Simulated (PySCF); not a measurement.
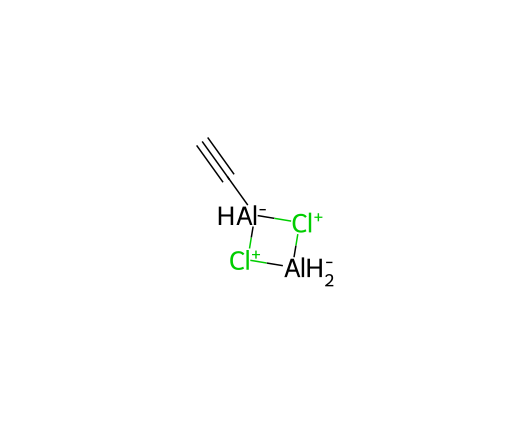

Simulated data, not a measurement (program: PySCF).

Skeletal drawing of a molecule.

Question: Give its SMILES.

Answer: C#[C][AlH-]1[Cl+][AlH2-][Cl+]1

Question: What is the molecular formula?

Answer: C2H4Al2Cl2.

Question: An optimisation with PBE0-D3(BJ)/def2-SVP gave a structure of which point group?

Answer: Cs.
